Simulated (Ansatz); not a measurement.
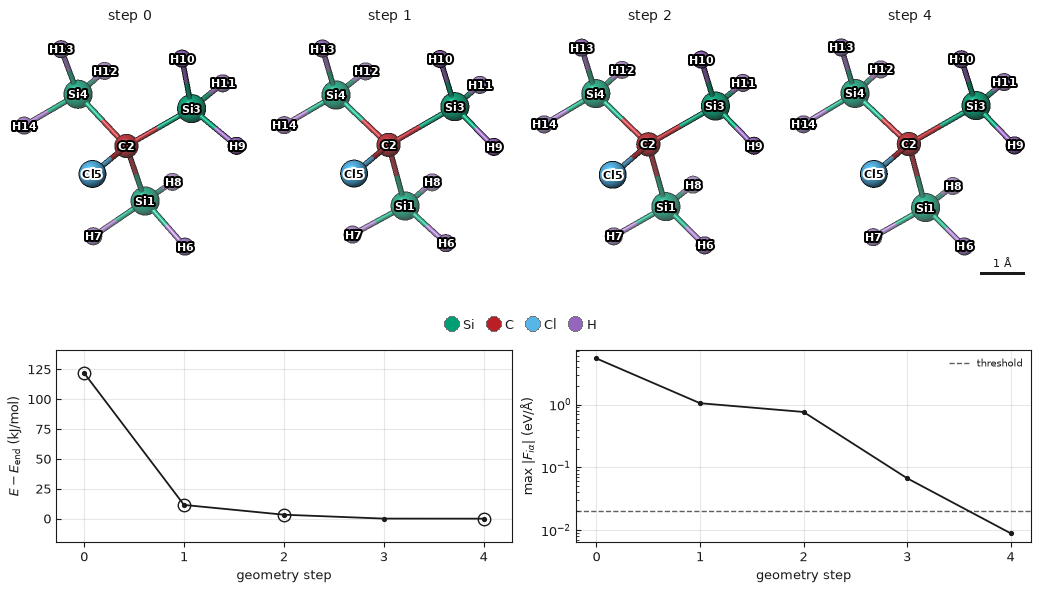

Frames of a relaxation of CH9ClSi3, marked on the history of the run. A ball-and-stick model, seen at a tilt.

The run prepares the start of a later molecular dynamics calculation, from a guessed geometry.

Computed with RKS PBE0-D4/STO-3G (Ansatz 0.2.0). (no spin polarisation; force threshold 0.02 eV/Å; at most 40 steps)

Q: What happens along the run?

A: Si1 moves most after the best rigid fit: 0.16 Å. Largest moves by element: Si 0.16 Å, C 0.11 Å, H 0.10 Å, Cl 0.03 Å. Near-neighbour distances that change, for instance: Si1–C2 1.771 → 1.887 Å, Si1–H6 1.537 → 1.442 Å, C2–Si3 1.794 → 1.887 Å, C2–Cl5 1.784 → 1.876 Å. Among the angles between lasting bonds that change: H6–Si1–H7 102.4° → 110.1°, C2–Si1–H8 115.4° → 108.0°, C2–Si3–H11 114.3° → 108.0°. After 4 geometry steps the energy has fallen by 121.9 kJ/mol. The largest force component goes from 5.4 to 0.009 eV/Å. From step 0 to 1: Si1 moves most (0.12 Å), energy −110.4 kJ/mol. From step 1 to 2: H12 moves most (0.10 Å), energy −8.17 kJ/mol. From step 2 to 4: Cl5 moves most (0.05 Å), energy −3.32 kJ/mol.

Limits of the set-up: STO-3G is a minimal basis, so the numbers are rough.
